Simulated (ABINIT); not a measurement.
# Quasiparticle gap of GaN (F-43m) in ABINIT

Wanted: ground state, empty states, screening and self-energy for GaN (F-43m).

Program: ABINIT 10.8.3. Level of theory: PBE and many-body steps on it, plane waves. Results are calculated unless marked as measured.

**Experimental background.**

- Gap 3.23 eV: absorption onset (direct gap at Gamma) of unexcited film, from imaginary part of dielectric function; spectroscopic ellipsometry (steady-state reference of time-resolved measurement); 300 K; film on 3C-SiC/Si(001) (“Femtosecond pump-probe absorption edge spectroscopy of cubic GaN”, 2022, arxiv:2206.02223).

This is a report of a sequence of runs, with most program output left out.

## Step 1: Starting point

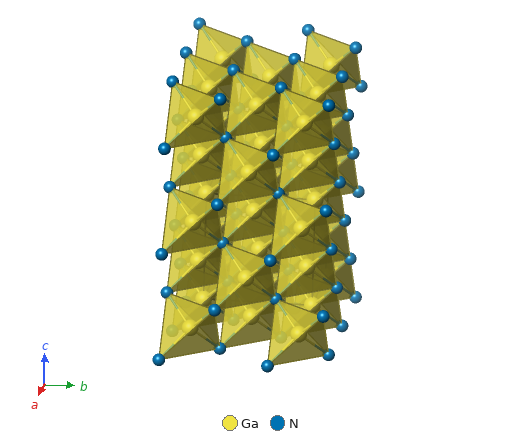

The cell as given, slightly off an axis (gallium yellow, nitrogen blue). 2×1×2 cells are drawn. This picture shows the conventional cell, with its axes. Some periodic images of atoms are drawn too.

The cell and positions are those that the Materials Project relaxed with its own functionals (PBE, PBE+U or r2SCAN), kept fixed. This is not the form that GaN usually takes at ambient conditions.

## Step 2: Ground state

This step: ABINIT 10.8.3; DFT, PBE, plane waves, norm-conserving pseudopotentials.

The ground-state density comes first.

Contents of run.abi:

```
acell 3*1.0 Angstrom
rprim 
  0.000000000000 2.253500607500 2.253500607500
  2.253500607500 0.000000000000 2.253500607500
  2.253500607500 2.253500607500 0.000000000000
ntypat 2
znucl 31 7
natom 2
typat 1 2
xred 
  0.000000000000 0.000000000000 0.000000000000
  0.750000000000 0.750000000000 0.750000000000
pp_dirpath "pseudos"
pseudos "Ga.upf, N.upf"
ecut 45
ngkpt 8 8 8
nshiftk 1
shiftk 0 0 0
kptopt 1
chksymbreak 0
nband 18
occopt 1
tolvrs 1e-10
nstep 60
prtwf 0
optforces 0
optstress 0
indata_prefix "in"
outdata_prefix "out"
tmpdata_prefix "tmp"
```

Run with:

```sh
$ OMP_NUM_THREADS=1 mpirun -n 4 abinit run.abi > log
```

The job ended after 15 s (4 MPI ranks of Arm Neoverse V1, shared host; peak memory 0.29 GiB).

This step gave:

* total energy: -7040.0817 eV
* gap: 1.748 eV
* k of the valence top: 0, 0, 0
* k of the conduction bottom: 0, 0, 0
* least direct gap: 1.748 eV

The gap is direct, at Γ.

## Step 3: Bands along the symmetry lines

Levels along a band path, at the cheap level, show where the edges lie and whether the meshes to come will hold them.

Contents of run.abi:

```
acell 3*1.0 Angstrom
rprim 
  0.000000000000 2.253500607500 2.253500607500
  2.253500607500 0.000000000000 2.253500607500
  2.253500607500 2.253500607500 0.000000000000
ntypat 2
znucl 31 7
natom 2
typat 1 2
xred 
  0.000000000000 0.000000000000 0.000000000000
  0.750000000000 0.750000000000 0.750000000000
pp_dirpath "pseudos"
pseudos "Ga.upf, N.upf"
ecut 45
iscf -2
irdden 1
kptopt 0
nkpt 50
kpt 
  0.00000000 0.00000000 0.00000000
  -0.06250000 -0.06250000 0.00000000
  -0.12500000 -0.12500000 0.00000000
  -0.18750000 -0.18750000 0.00000000
  -0.25000000 -0.25000000 0.00000000
  -0.31250000 -0.31250000 0.00000000
  -0.37500000 -0.37500000 0.00000000
  -0.43750000 -0.43750000 0.00000000
  -0.50000000 -0.50000000 0.00000000
  -0.48437500 -0.48437500 0.03125000
  -0.46875000 -0.46875000 0.06250000
  -0.45312500 -0.45312500 0.09375000
  -0.43750000 -0.43750000 0.12500000
  -0.42187500 -0.42187500 0.15625000
  -0.40625000 -0.40625000 0.18750000
  -0.39062500 -0.39062500 0.21875000
  -0.37500000 -0.37500000 0.25000000
  -0.37500000 0.00000000 0.37500000
  -0.32812500 0.00000000 0.32812500
  -0.28125000 0.00000000 0.28125000
  -0.23437500 0.00000000 0.23437500
  -0.18750000 0.00000000 0.18750000
  -0.14062500 0.00000000 0.14062500
  -0.09375000 0.00000000 0.09375000
  -0.04687500 0.00000000 0.04687500
  0.00000000 0.00000000 0.00000000
  0.00000000 0.00000000 0.06250000
  0.00000000 0.00000000 0.12500000
  0.00000000 0.00000000 0.18750000
  0.00000000 0.00000000 0.25000000
  0.00000000 0.00000000 0.31250000
  0.00000000 0.00000000 0.37500000
  0.00000000 0.00000000 0.43750000
  0.00000000 0.00000000 0.50000000
  -0.06250000 -0.03125000 0.46875000
  -0.12500000 -0.06250000 0.43750000
  -0.18750000 -0.09375000 0.40625000
  -0.25000000 -0.12500000 0.37500000
  -0.31250000 -0.15625000 0.34375000
  -0.37500000 -0.18750000 0.31250000
  -0.43750000 -0.21875000 0.28125000
  -0.50000000 -0.25000000 0.25000000
  -0.50000000 -0.28125000 0.21875000
  -0.50000000 -0.31250000 0.18750000
  -0.50000000 -0.34375000 0.15625000
  -0.50000000 -0.37500000 0.12500000
  -0.50000000 -0.40625000 0.09375000
  -0.50000000 -0.43750000 0.06250000
  -0.50000000 -0.46875000 0.03125000
  -0.50000000 -0.50000000 0.00000000
istwfk *1
nband 23
nbdbuf 5
tolwfr 1e-07
nstep 50
prtwf 0
prtvol 0
indata_prefix "in"
outdata_prefix "out"
tmpdata_prefix "tmp"
```

The job ended after 11 s (4 MPI ranks; peak memory 0.28 GiB; 46 s of CPU time).

This step gave:

- gap: 1.748 eV
- k of the valence top: 0, 0, 0
- k of the conduction bottom: 0, 0, 0
- least direct gap: 1.748 eV

The gap is 1.748 eV, as in the run before at this level.

The electronic bands at the labelled points (eV, zero at the top of the highest filled band):

| point | band 10 | band 11 | band 12 | band 13 | band 14 | band 15 | band 16 | band 17 |
| --- | --- | --- | --- | --- | --- | --- | --- | --- |
| Γ | -13.24 | 0.00 | 0.00 | 0.00 | 1.75 | 10.36 | 10.36 | 10.36 |
| X | -11.49 | -6.12 | -2.69 | -2.69 | 3.38 | 6.69 | 11.71 | 13.96 |
| U | -11.34 | -5.85 | -4.24 | -2.16 | 5.02 | 7.87 | 11.08 | 12.86 |
| jump to K | -11.34 | -5.85 | -4.24 | -2.16 | 5.02 | 7.87 | 11.08 | 12.86 |
| Γ | -13.24 | 0.00 | 0.00 | 0.00 | 1.75 | 10.36 | 10.36 | 10.36 |
| L | -11.94 | -7.02 | -0.96 | -0.96 | 4.67 | 8.73 | 10.41 | 10.41 |
| W | -11.22 | -5.68 | -3.68 | -3.62 | 6.24 | 8.39 | 10.30 | 11.14 |
| X | -11.49 | -6.12 | -2.69 | -2.69 | 3.38 | 6.69 | 11.71 | 13.96 |

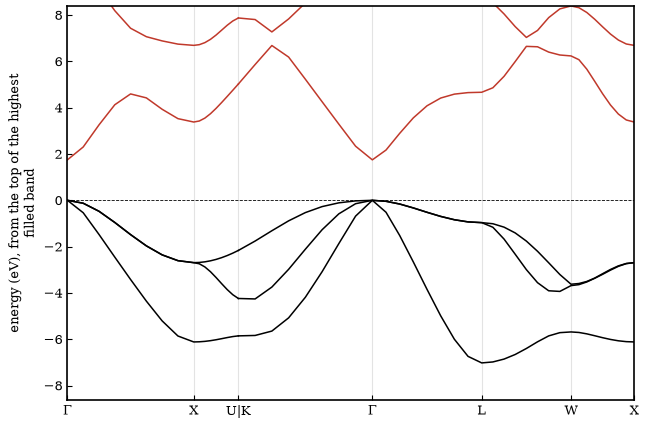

Electronic bands along the path; lines of filled and empty bands in two colours.

## Step 4: Empty states on the mesh, 6×6×6 mesh, 99 bands

The sums over transitions need many empty states on a uniform mesh; this step solves for them.

Contents of run.abi:

```
acell 3*1.0 Angstrom
rprim 
  0.000000000000 2.253500607500 2.253500607500
  2.253500607500 0.000000000000 2.253500607500
  2.253500607500 2.253500607500 0.000000000000
ntypat 2
znucl 31 7
natom 2
typat 1 2
xred 
  0.000000000000 0.000000000000 0.000000000000
  0.750000000000 0.750000000000 0.750000000000
pp_dirpath "pseudos"
pseudos "Ga.upf, N.upf"
ecut 45
ngkpt 6 6 6
nshiftk 1
shiftk 0 0 0
kptopt 1
chksymbreak 0
irdden 1
istwfk *1
nband 99
prtvol 0
optdriver 6
gwr_task "HDIAGO"
paral_kgb 0
occopt 1
indata_prefix "in"
outdata_prefix "out"
tmpdata_prefix "tmp"
```

It took 43 s on 4 MPI ranks; peak memory 1.3 GiB; 2.8 min of CPU time.

This step gave:

```
gap                                                           : 1.748 eV
k of the valence top                                          : 0, 0, 0
k of the conduction bottom                                    : 0, 0, 0
least direct gap                                              : 1.748 eV
k points computed                                             : 16
lowest point of the top converged band, above the valence top : 117.3949 eV
```

On this mesh the gap is 1.748 eV.

## Step 5: Screening, 6×6×6 mesh, 91 bands, screening to 179.6 eV

The RPA dielectric matrix is built and inverted for each q.

This step: RPA screening on PBE, plane waves, norm-conserving pseudopotentials.

Changes to run.abi since step 4:

```diff
@@ -20,10 +20,11 @@
 chksymbreak 0
-irdden 1
 istwfk *1
-nband 99
-prtvol 0
-optdriver 6
-gwr_task "HDIAGO"
-paral_kgb 0
 occopt 1
+irdwfk 1
+optdriver 3
+nband 91
+ecuteps 6.6
+inclvkb 2
+awtr 1
+symchi 1
 indata_prefix "in"
```

Wall time 87 s (4 MPI ranks); peak memory 0.9 GiB; 5.8 min of CPU time.

Numbers from this step:

| Quantity | Value |
| --- | --- |
| ε∞ with local fields, on this mesh, along the program's q direction | 6.410 |
| the same without local fields | 6.869 |
| plasma frequency | 39.58 eV |
| plane waves in the screening matrix | 137 |

Local fields lower ε∞ by 7 %.

## Step 6: Self-energy, 6×6×6 mesh, 91 bands, screening to 179.6 eV

The self-energy is evaluated for the states that the input lists, and the levels follow from it, in one-shot runs by the linearised quasiparticle equation.

This step: G0W0 on PBE, plane waves, norm-conserving pseudopotentials.

Changes to run.abi since step 5:

```diff
@@ -23,8 +23,45 @@
 irdwfk 1
-optdriver 3
+optdriver 4
 nband 91
+gwcalctyp 0
+ecutsigx 45
+symsigma 1
+nkptgw 16
+kptgw 
+  0.0000000000 0.0000000000 0.0000000000
+  0.1666666667 0.0000000000 0.0000000000
+  0.3333333333 0.0000000000 0.0000000000
+  0.5000000000 0.0000000000 0.0000000000
+  0.1666666667 0.1666666667 0.0000000000
+  0.3333333333 0.1666666667 0.0000000000
+  0.5000000000 0.1666666667 0.0000000000
+  -0.3333333333 0.1666666667 0.0000000000
+  -0.1666666667 0.1666666667 0.0000000000
+  0.3333333333 0.3333333333 0.0000000000
+  0.5000000000 0.3333333333 0.0000000000
+  -0.3333333333 0.3333333333 0.0000000000
+  0.5000000000 0.5000000000 0.0000000000
+  0.5000000000 0.3333333333 0.1666666667
+  -0.3333333333 0.3333333333 0.1666666667
+  -0.3333333333 0.5000000000 0.1666666667
+bdgw 
+  11 18
+  11 18
+  11 18
+  11 18
+  11 18
+  11 18
+  11 18
+  11 18
+  11 18
+  11 18
+  11 18
+  11 18
+  11 18
+  11 18
+  11 18
+  11 18
 ecuteps 6.6
-inclvkb 2
-awtr 1
-symchi 1
+irdscr 1
+ppmodel 1
 indata_prefix "in"
```

It took 4.4 min on 4 MPI ranks; peak memory 1.3 GiB.

This step gave:

* G0W0 gap on the mesh: 2.581 eV
* starting gap on the mesh: 1.748 eV
* k of the valence top: 0, 0, 0
* k of the conduction bottom: 0, 0, 0
* Z at the valence top: 0.795
* Z at the conduction bottom: 0.823
* least direct G0W0 gap on the computed points: 2.581 eV

The gap on the mesh goes from 1.75 eV to 2.58 eV, a correction of +0.83 eV.

Limits: finite bands, cutoff and mesh; no spin-orbit coupling. v1 is the top filled band, c1 the lowest empty one. Levels before and after the correction, in eV, zero at the valence-band top of each column:

```csv
,conduction bottom,valence top
Kohn-Sham,1.75,0.00
G0W0,2.58,0.00
```

|  | level | energy (eV) |
| --- | --- | --- |
| Kohn-Sham | Γ v3-v1 | 0.000 |
| Kohn-Sham | Γ c1 | 1.748 |
| Kohn-Sham | Γ c2-c4 | 10.359 |
| G0W0 | Γ v3-v1 | 0.000 |
| G0W0 | Γ c1 | 2.581 |
| G0W0 | Γ c2-c4 | 11.591 |

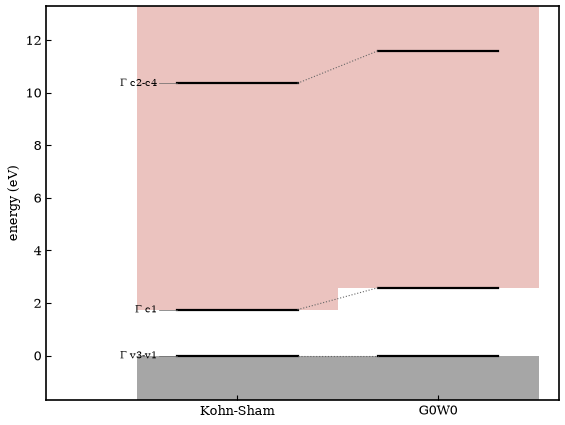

Levels before and after the correction. Shaded: valence and conduction bands.

## Step 7: Where the time went

Times are wall times on 4 MPI ranks of Arm Neoverse V1, shared host, good to a factor of about two.

| step | time | share | memory (GiB) |
| --- | --- | --- | --- |
| ground state | 15 s | 4 % | 0.29 |
| bands along the symmetry lines | 11 s | 3 % | 0.28 |
| empty states on the mesh | 43 s | 10 % | 1.3 |
| screening | 87 s | 21 % | 0.9 |
| self-energy | 4.4 min | 63 % | 1.3 |

## Step 8: Summary of results

| Property | Result |
| --- | --- |
| PBE gap | 1.75 eV, direct |
| G0W0 gap on the mesh | 2.58 eV |
| GW settings | 6×6×6 mesh, 91 bands, screening to 179.6 eV, Godby-Needs plasmon pole |
| known limits | not at the basis limit; no spin-orbit coupling |

In words: G0W0 moves the gap on the mesh from 1.75 eV to 2.58 eV (+0.83 eV), with Z of 0.80 and 0.82 at the edges. Local fields lower the RPA ε∞ on this mesh from 6.87 to 6.41. The dearest step here is «self-energy». Against experiment, by G0W0@PBE: the direct gap of 2.58 eV lies −0.65 eV from the measured 3.23 eV (exciton, 300 K, on 3C-SiC/Si(001), 2022). An exciton line or allowed optical edge lies below the quasiparticle gap by the binding energy; a forbidden edge can push the onset above it. The calculation has static nuclei and no excitons; a measured gap holds zero-point and thermal motion, which mostly lowers it. Against the values above the computed gap that would widen the miss. A likelier cause is too strong a screening: the start's gap is only 1.75 eV, and one shot does not repair that. Bands and cutoff are finite, so the gap is not at the basis limit. The miss can reach some tenths of an eV and take either sign; the mesh is an error of its own. The many-body steps are scalar-relativistic: spin-orbit coupling is not in them.

[Paths, hosts, dates, memory and timing lines, banners, echoed tables and standing remarks are left out of the program output.]

[Logs are printed without paths, hosts, clocks, repeated set-up lines and the standing remarks that a program may print on its own settings, such as how far it seeks lower states.]

[Runs of the session that timed out or met a known fault of the program may be left out.]

[No measured gap is set beside runs whose start may be inverted or whose files or cutoffs have a known fault.]

[Hosts, paths, dates, database ids (printed as entryN), source tags and the programs' standing remarks are cut or masked in the printed files.]

[G0W0 gaps are taken among the corrected bands and points alone; a level outside them can change the order at an edge.]

[Where Ansatz stands beside ABINIT at settings called matched, ABINIT's density can come from a denser mesh and the files from another edition; pairs whose starting gaps differed by over 0.03 eV were left out, so agreement reads better than it is.]
